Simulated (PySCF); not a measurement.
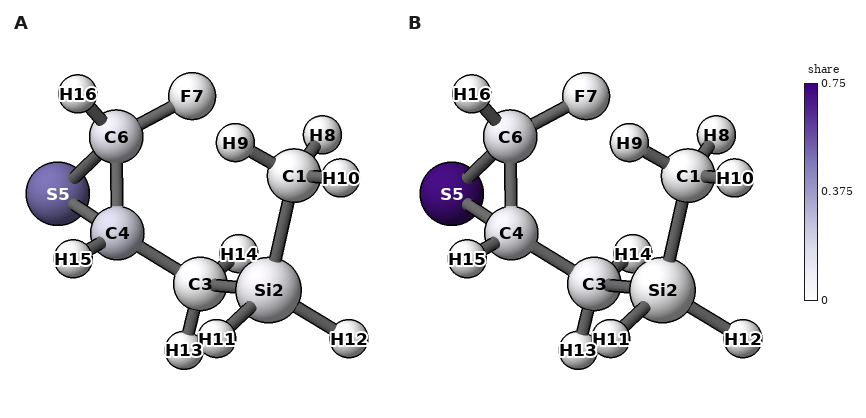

Each panel colours the atoms by their Löwdin share in one orbital (up to four of the largest shares; other atoms are shown as zero). Computed geometry: GFN2-xTB optimisation. No frequency run is at hand to confirm it as a minimum. Method: PBE0/def2-SVPD (PySCF 2.14.0).

### The panels show the HOMO, LUMO, in some order. Which is which?

A: LUMO, −0.24 eV; S5 0.49, C4 0.18, C6 0.10, Si2 0.05
B: HOMO, −6.97 eV; S5 0.71, C4 0.08, C6 0.07, C3 0.05

The geometry is semi-empirical. Around Si such bond lengths and angles can be off by a tenth of an ångström or more and by several degrees, and values that hang on the shape move with them.
